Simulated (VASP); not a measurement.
Band structure of Si (diamond). Computed with vdW-DF2, VASP's PBE PAW potentials (set 64) (plane waves; VASP 6.6.1).

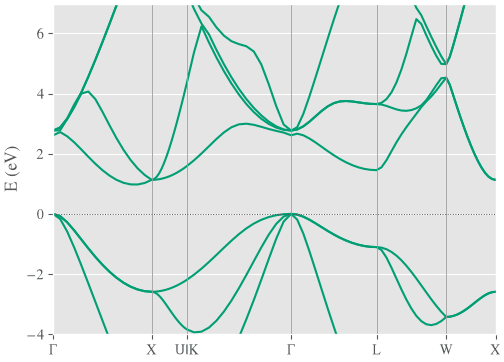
Bands along high-symmetry lines, zero at the valence-band maximum or, without a gap, the Fermi level

Question: Read the plot: is there a gap, and where are the band edges?

Answer: The gap is indirect, 0.98 eV, from the valence maximum at Γ to the conduction minimum at Γ-X at 0.86. (Edges off the drawn lines would not show.)

Measured: gap 1.23 eV (computed value off by -0.25 eV), as given by Wei Chen et al., Physical Review Materials (2018), doi:10.1103/physrevmaterials.2.073803 [zero-point renormalisation of 0.06 eV added back (the table's ZPR column)].

The compound is Si in the diamond structure. It was relaxed first, which changed the volume by +6 %.
